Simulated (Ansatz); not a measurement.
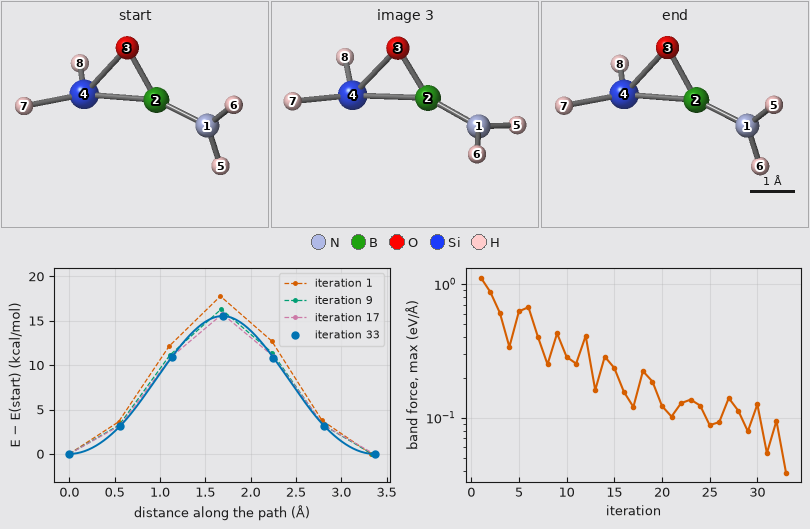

A search for the minimum-energy path of BSiNH₄O by the nudged elastic band. Images are numbered from 0 (start) to 6 (end). The plot follows the band through its iterations. Style: ball-and-stick. Shown at a tilt.

Level of theory: RKS PBE0-D4/6-31G in Ansatz. Set-up: 5 movable images; climbing image; force threshold 0.05 eV/Å; iteration limit 60; optimiser FIRE; largest step 0.02 Å; starting path by image-dependent pair potential.

> Did the band converge, and can the barrier be trusted?

The run is converged, with reservations. The band converged in 33 iterations. The largest component of the band force went from 1.1 to 0.039 eV/Å. The climbing image converged on the top of the path. Its curvatures weren't checked. The step length is far from the usual. The first iteration put the highest image at 17.8 kcal/mol. The two ends have the same energy, and the highest point, image 3, lies 15.5 kcal/mol above the start.
